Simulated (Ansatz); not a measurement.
# Pressure series in Ta

The parent structure is Ta in the bcc (W type) structure (space group Im-3m, No. 229).

```yaml
crystal:
  lattice:
    - [-1.65979, 1.65979, 1.65979]
    - [1.65979, -1.65979, 1.65979]
    - [1.65979, 1.65979, -1.65979]
  atoms:
    - { symbol: Ta, position: [0.00000, 0.00000, 0.00000] }
```

Cell and atoms are relaxed at each pressure.

All numbers come from Ansatz (a program for electronic structure) PBE, scalar-relativistic without spin-orbit coupling.

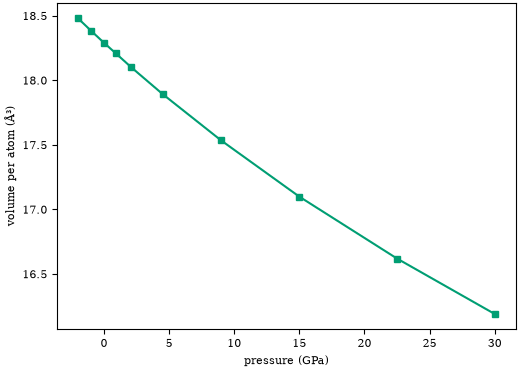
Volume per atom against pressure

```csv
pressure (GPa),volume per atom
-2,18.48 Å³
-1,18.38 Å³
0.9,18.21 Å³
2.1,18.10 Å³
4.5,17.89 Å³
9,17.53 Å³
15,17.10 Å³
22.5,16.62 Å³
30,16.19 Å³
```

Load acts through the strain it causes; cell and atoms are relaxed under it. Stability against distortions was not tested. Competing high-pressure phases were not computed. The final runs are not spin-polarised.
